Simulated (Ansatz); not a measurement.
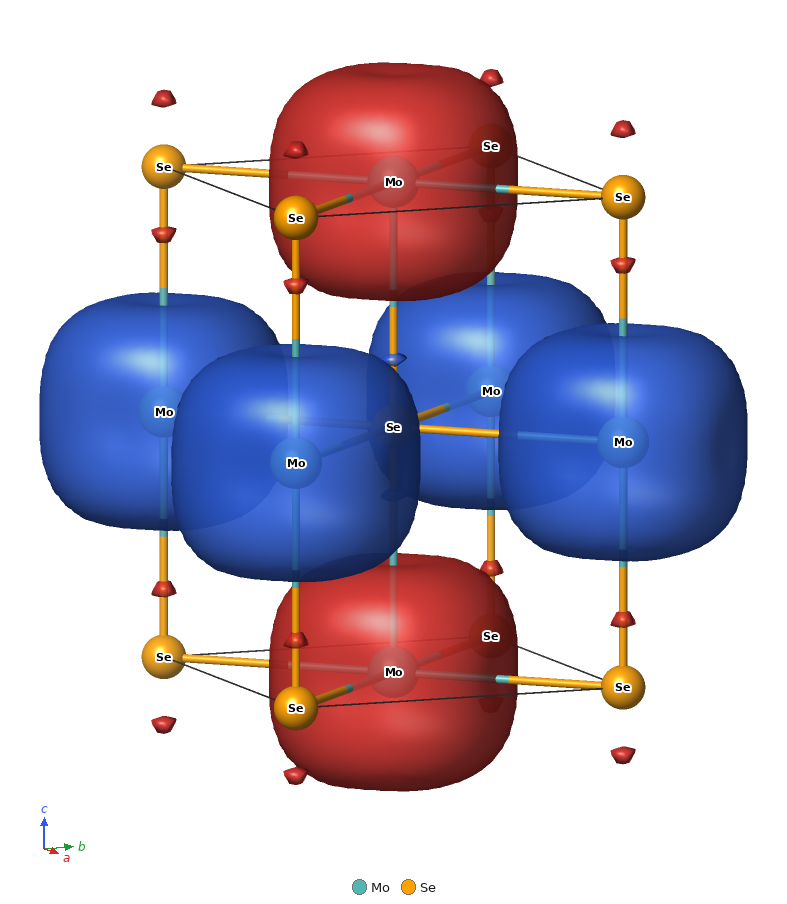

*MoSe. Isosurfaces of the spin density (up minus down) at +0.05 (blue) and −0.05 e/Å³ (red), seen slightly off an axis. Sticks mark near contacts.*

Space group I4/mmm; started from the rocksalt prototype, which need not be the ambient phase; spin-polarised.

These are results of DFT PBE, scalar-relativistic, plane waves, PAW in Ansatz, not measurements.

In a PAW calculation such maps are meaningful between the atoms, not at the nuclei.

Question: Which atoms carry the moments, and with what signs?

Answer: The spin density sits on Mo: +2.0 μB and −2.0 μB in one cell of 4 atoms: antiferromagnetic in this solution, which needn't be the ground state, with some nearest magnetic neighbours parallel and some opposed. The cell of the calculation (4 atoms) carries 0.0 μB of net spin moment.
